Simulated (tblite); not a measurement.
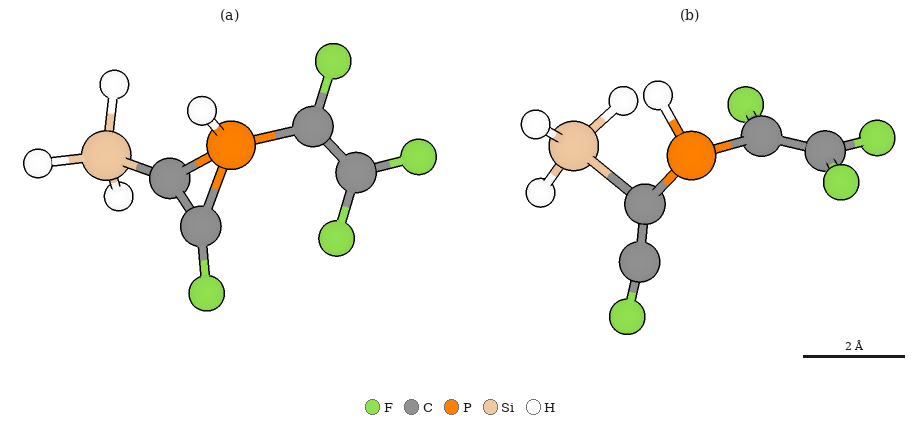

The structure of C4H4F4PSi (charge +1) before (left) and after (right) a relaxation, at one scale.

The picture is a ball-and-stick view, seen at a tilt.

Theory: tblite 0.8.0, GFN2-xTB geometry optimisation, gas phase. 

What changed between the two?

Answer. The energy falls by 1.360 eV in 212 geometry steps. An F atom moves most after the best rigid fit: 2.22 Å. Largest moves by element: F 2.22 Å, H 1.45 Å, C 1.18 Å, P 0.43 Å, Si 0.40 Å. Among the contacts that change: C–P 1.792 → 2.898 Å, C–Si 1.853 → 2.194 Å, C–F 1.357 → 1.256 Å, C–C 1.328 → 1.228 Å. Bonds break: C–P (1.79 → 2.90 Å). Bond angles that change, for instance: P–C–C 68.0° → 139.9°, C–C–Si 147.9° → 105.1°, P–C–Si 144.1° → 115.0°. Groups turn about C–Si by about 50°.
